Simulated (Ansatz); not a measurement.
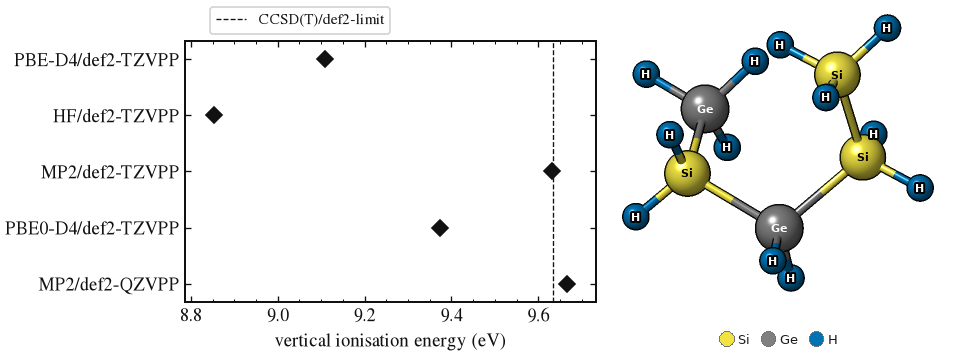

Vertical ionisation energy of Ge₂Si₃H₁₂, SMILES [SiH3][SiH2][GeH2][SiH2][GeH3], singlet, taken as the energy of the cation less that of the neutral at fixed geometry (unrestricted doublet cation, cores frozen in correlated methods, no spin-orbit coupling), the Ansatz code, at a PBE0-D4/def2-TZVP geometry (no frequency check). Limit means an estimate of the basis limit from triple and quadruple zeta; for coupled cluster it is either extrapolated directly or built as the MP2 limit plus the step from MP2 in triple zeta. The distance of MP2/def2-TZVPP and MP2/def2-QZVPP to the limit includes basis error.

Q: Which level comes closest to the line (CCSD(T)/def2-limit), and which misses most?

A: Closest MP2/def2-TZVPP (9.63 eV), against 9.63 eV; farthest HF/def2-TZVPP (8.85 eV).

Q: Give the values.

A:
| level | eV | less CCSD(T)/def2-limit |
| --- | --- | --- |
| PBE-D4/def2-TZVPP | 9.11 | −0.53 |
| HF/def2-TZVPP | 8.85 | −0.78 |
| MP2/def2-TZVPP | 9.63 | 0.00 |
| PBE0-D4/def2-TZVPP | 9.37 | −0.26 |
| MP2/def2-QZVPP | 9.67 | 0.03 |
| CCSD(T)/def2-limit | 9.63 | 0.00 |

Limits of at least one run: no scalar relativity up to krypton; one conformer of a flexible molecule; outer-core shells are correlated without core-valence functions, which makes the correlated values less sure.
